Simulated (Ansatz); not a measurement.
# ClFH$_{3}$NSn: what the fields show

Input

```
crystal:
  periodic: [false, false, false]
  atoms:
    - { symbol: "N", position_ang: [-0.4394, 1.2606, 0.0516] }
    - { symbol: Sn, position_ang: [0.5201, -0.4907, -0.0316] }
    - { symbol: F, position_ang: [-0.76647, -1.92818, 0.17722] }
    - { symbol: Cl, position_ang: [2.08585, -0.66126, 1.63644] }
    - { symbol: H, position_ang: [-1.0058, 1.313, 0.9278] }
    - { symbol: H, position_ang: [-1.2059, 1.2898, -0.7194] }
    - { symbol: H, position_ang: [1.3258, -0.62593, -1.60694] }
basis:
  gaussian: { orbitals: def2-SVPD }
hamiltonian:
  xc: b3lyp
relax:
  f_tol: 0.015
  max_steps: 40
output:
  orbitals: {}
```

Run with:

```sh
ansatz run input.yaml --threads 2 --pin off --max-ram 3072MiB --backend cpu --events-out ev --progress --plain --runs-dir out
```

The fields are those of the relaxed geometry.

Core potentials replace the inner electrons of Sn.

Method: Ansatz, RKS B3LYP/def2-SVPD.

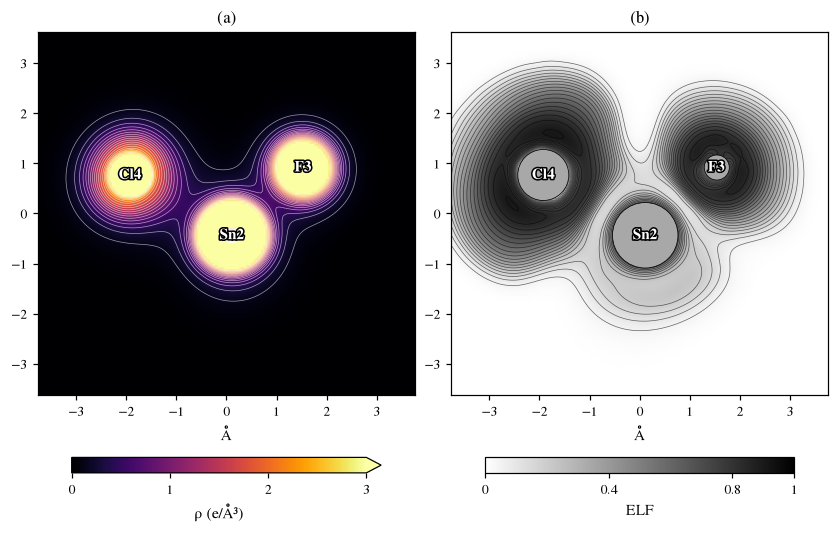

Figure 1. (a) electron density; (b) ELF on the plane of atoms F3, Sn2 and Cl4. Grey discs cover the atomic cores in the ELF map.

**Interpret the plot.**

- The plane passes through Sn, F and Cl nuclei.
- Sn–F (1.97 Å): ρ is about 0.68 e/Å³ halfway; the ELF peaks at about 0.80 in the valence shell of F, 0.5 Å from its nucleus, and drops to about 0.15 between the two atoms.
- Sn–Cl (2.36 Å): ρ is about 0.53 e/Å³ halfway; the ELF peaks at about 0.80 in the valence shell of Cl, 0.8 Å from its nucleus, and drops to about 0.15 between the two atoms.
- The ELF also peaks beside Cl4 and F3, away from the bonds: lone-pair regions.

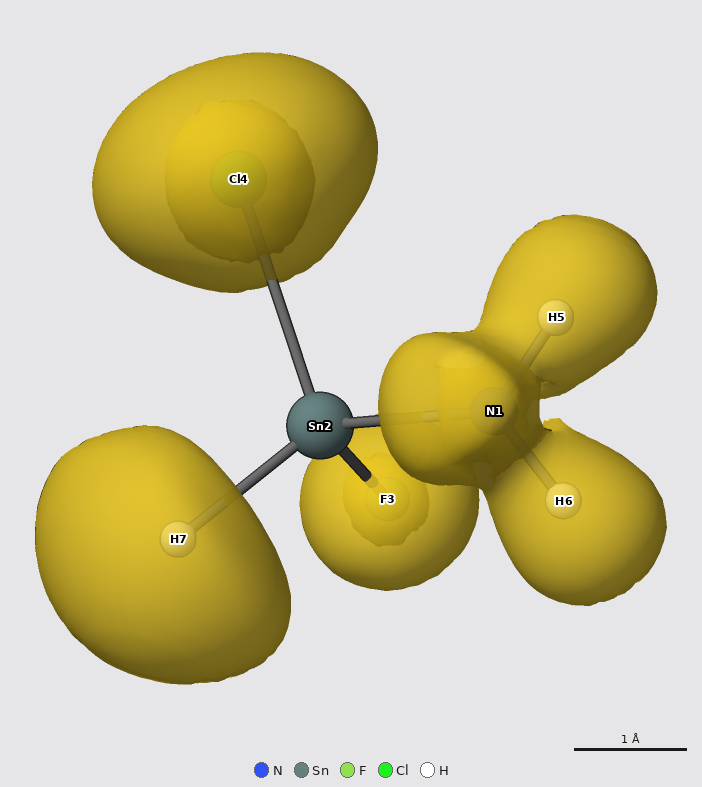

Figure 2. Isosurface of the electron localisation function at 0.75 (yellow), seen at a tilt. Only the valence region is drawn (cores and ρ < 0.01 e/Å³ removed).

**Where are the electrons localised?**

At this value the surface marks out one region around a hydrogen nucleus, one region wrapped around Cl (its valence shell), one region wrapped around F (its valence shell) and one joined region spread over several atoms (H, N), in which their bonds and any lone pairs are merged.


 Sn–N (2.03 Å): the ELF peaks at about 0.85 in the valence shell of N, 0.6 Å from its nucleus, and drops to about 0.15 between the two atoms.

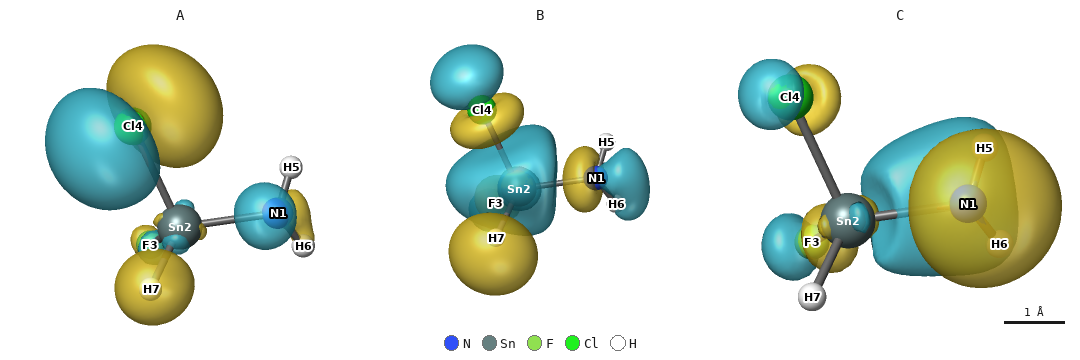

Figure 3. Three frontier orbitals at ±0.08 Å⁻³ᐟ² (yellow and cyan are the two phases), in no order.

**Order the three orbitals by energy and name them.**

A is the HOMO−1 (−9.05 eV). By Hirshfeld shares it lies mainly on Cl4 (about 85 %) and Sn2 (about 10 %); largely a lone pair of Cl4. C is the HOMO (−8.16 eV). It lies mainly on N1 (about 70 %) and Sn2 (about 10 %); largely a lone pair of N1. B is the LUMO (−2.15 eV). Its weight (Hirshfeld) is mainly on Sn2 (about 40 %), Cl4 (about 20 %), H7 (about 15 %), N1 (about 10 %) and F3 (about 10 %).

**What is the HOMO–LUMO gap?**

6.01 eV between the orbital energies.
